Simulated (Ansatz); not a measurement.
# Ag, pressure series

Consider Ag in the fcc (Cu type) structure (space group Fm-3m, No. 225).

Space group Fm-3m (No. 225); a = b = c = 4.054 Å, α = β = γ = 90.00°

```tsv
atom	site	symmetry	x	y	z
Ag	4a	m-3m	0.0000	0.0000	0.0000
```
(The calculation used a cell of 1 atom; values per cell refer to that cell.)

Cell and atoms are relaxed at each pressure.

Level of theory: DFT with PBEsol, PAW potentials and a 420 eV plane-wave cutoff in Ansatz (a first-principles code), scalar-relativistic without spin-orbit coupling.

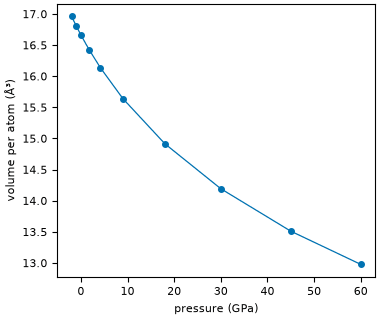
*Volume per atom against pressure*

```tsv
pressure (GPa)	volume per atom
-2	16.96 Å³
-1	16.81 Å³
1.8	16.42 Å³
4.2	16.13 Å³
9	15.64 Å³
18	14.91 Å³
30	14.19 Å³
45	13.51 Å³
60	12.98 Å³
```

Load acts through the strain it causes; cell and atoms are relaxed under it. Stability against distortions was not tested. Competing high-pressure phases were not computed.
